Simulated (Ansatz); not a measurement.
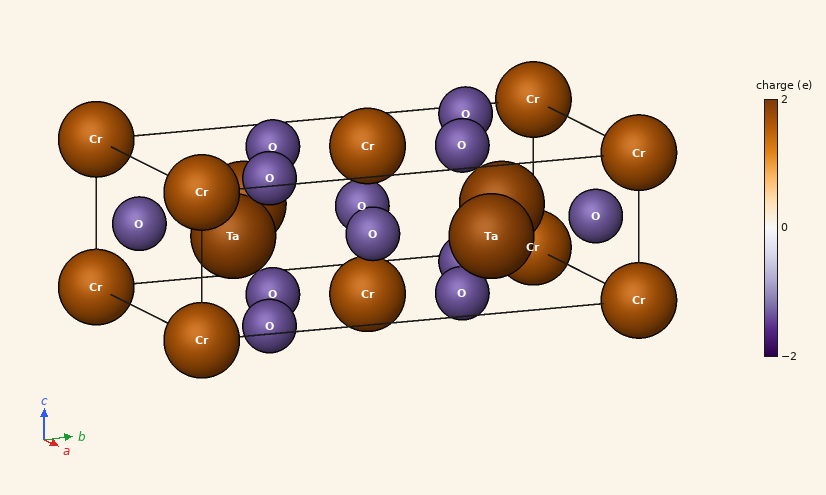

An orthographic spheres-only view of the structure, slightly off an axis. The parallelepiped is the simulation cell. The atoms of this Ta2CrO4 cell are coloured by their Bader charge.

Electronic-structure method: Ansatz 0.2.0, DFT, PAW plane waves, r2SCAN. Parameters: a basis cut at 500 eV, k-grid 5×3×8, cold smearing of 0.018 eV, no spin polarisation (a spin-restricted run, not always the ground state). The pressure of the cell is -13 GPa.

> Which element is the most positive, and which the most negative?

Most positive: Ta; most negative: O. Charges: about Ta +1.8 e; Cr +1.7 e; O -1.3 e.

Where the cell comes from: a generated cell, made by putting these elements into a known structure type (the compound may or may not exist in this form). No relaxation was applied. It was run through Ansatz as a DFT input.

At this level of theory the cell isn't at rest (stretched, at -13 GPa and forces up to 2.6 eV/Å), so its distances can differ from those at equilibrium, the more so the softer the solid.
